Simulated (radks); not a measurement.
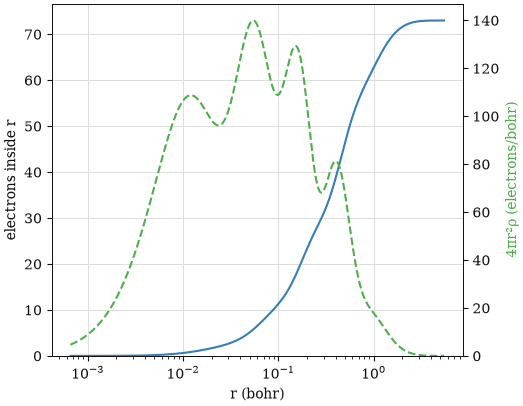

System: the osmium ion Os³⁺, configuration [Xe] 4f14 5d5 (open shells shared over both j by 2j + 1). Theory: Dirac Kohn-Sham, PBE, spin-unpolarised, spherical densities, finite nucleus (computed with the in-house radial solver radks).

The plot shows the number of electrons inside radius r (solid) and the radial density 4πr²ρ (dashed).

Q: What does the plot show?

Answer: The count levels off at 73 electrons. Half of them lie within 0.372 bohr, 90 % within 1.19 bohr and 99 % within 2.30 bohr. The radial density has minima at 0.0236, 0.0979 and 0.284 bohr, where the count stands at 2.0, 11.1 and 30.0; these part the shells that the density resolves.
